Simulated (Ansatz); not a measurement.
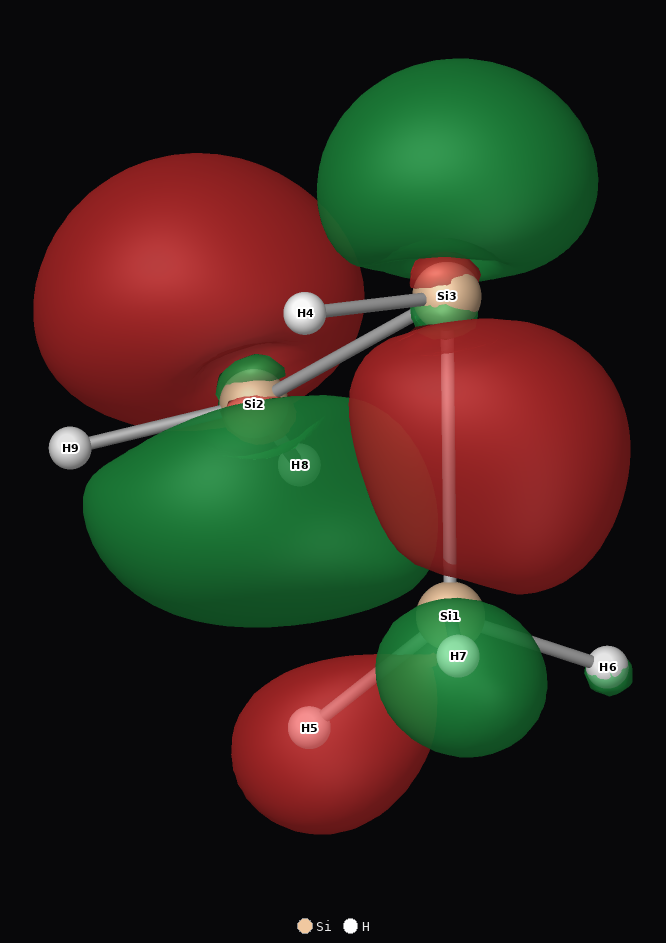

H$_{6}$Si$_{3}$. The LUMO at ±0.1 Å⁻³ᐟ² (green and red are the two phases), seen at an oblique angle.

The product side of a reaction path; geometry: PBE0-D4/def2-TZVP.

Computed with Ansatz 0.2.0, RKS PBE0-D4/def2-TZVPP.

Input file:

```
crystal:
  periodic: [false, false, false]
  atoms:
    - {symbol: Si, position_ang: [-0.126431, 0.777272, 0.856713]}
    - {symbol: Si, position_ang: [0.506494, -1.103561, -0.768482]}
    - {symbol: Si, position_ang: [0.402164, 0.970223, -1.580788]}
    - {symbol: H, position_ang: [-1.053003, 0.630248, -1.885515]}
    - {symbol: H, position_ang: [-0.515040, -0.478105, 1.596465]}
    - {symbol: H, position_ang: [0.995417, 1.361630, 1.629216]}
    - {symbol: H, position_ang: [-1.343316, 1.624583, 0.863128]}
    - {symbol: H, position_ang: [1.655219, -1.598479, 0.046240]}
    - {symbol: H, position_ang: [-0.521604, -2.183910, -0.756978]}
basis:
  gaussian: {orbitals: def2-TZVPP}
hamiltonian: {xc: pbe0, dispersion: d4}
output: {orbitals: {seedname: orbitals}}
```

Command:

```sh
ansatz run in.yaml --threads 2 --pin off --events-out ev --progress --plain --max-ram 4352MiB
```

### Describe this orbital and give its energy.

Its weight (Hirshfeld) is mainly on Si2 (about 40 %), Si3 (about 25 %) and Si1 (about 15 %); π-antibonding (π*) across Si2–Si3. Its energy is −2.23 eV.
